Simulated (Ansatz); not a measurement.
KTaO3 (cubic perovskite), energy over volume and axial ratio

KTaO$_{3}$ (cubic perovskite)

```cif
data_KO3Ta
_chemical_formula_sum 'K1 Ta1 O3'
_space_group_name_H-M_alt 'Pm-3m'
_space_group_IT_number 221
_space_group_name_Hall '-P 4 2 3'
_cell_length_a 3.98532
_cell_length_b 3.98532
_cell_length_c 3.98532
_cell_angle_alpha 90.000
_cell_angle_beta 90.000
_cell_angle_gamma 90.000
loop_
_atom_site_label
_atom_site_type_symbol
_atom_site_symmetry_multiplicity
_atom_site_Wyckoff_symbol
_atom_site_fract_x
_atom_site_fract_y
_atom_site_fract_z
_atom_site_occupancy
K1 K 1 a 0.00000 0.00000 0.00000 1
Ta1 Ta 1 b 0.50000 0.50000 0.50000 1
O1 O 3 c 0.00000 0.50000 0.50000 1
```

The relaxed cell is deformed in two ways at once: its volume V is scaled, and at that volume it is stretched along z (the c axis of the conventional cell) so that c/a changes. Fractional atomic positions are held.

Level of theory: PBEsol (plane waves to 420 eV, PAW, scalar-relativistic; Ansatz, a program for electronic structure). k mesh 8×8×8 (Γ-centred), Fermi-Dirac smearing 0.05 eV. The energy includes the smearing's −TS. Compression counts positive. KTaO3 is run without spin polarisation. KTaO3 was relaxed with its symmetry unable to fall. Spin-orbit coupling is left out, though Ta is heavy. ΔE is measured from the relaxed starting cell.

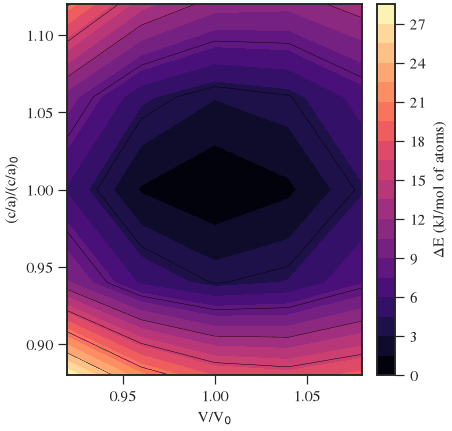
*ΔE (kJ/mol of atoms) over the 5×5 grid of computed points.*

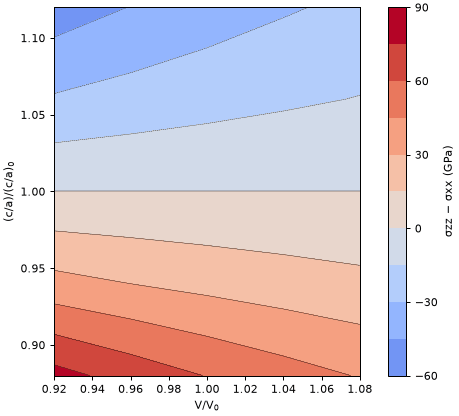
σzz − σxx (GPa) over the 5×5 grid of computed points.

The shear modulus C′ = (C11 − C12)/2 (fit, atoms clamped) is 188 GPa. Highest place on the grid: V/V₀ = 0.920, (c/a)/(c/a)₀ = 0.880 (292.3 meV/atom). Lowest place on the grid: V/V₀ = 1.000, (c/a)/(c/a)₀ = 1.000 (0.0 meV/atom).

Near the relaxed cell σzz − σxx = −2Cδ (compression positive), C being this modulus and δ the logarithm of the ratio.

(Under strain, the slope of the energy per volume gives the stress and its curvature an elastic modulus.)
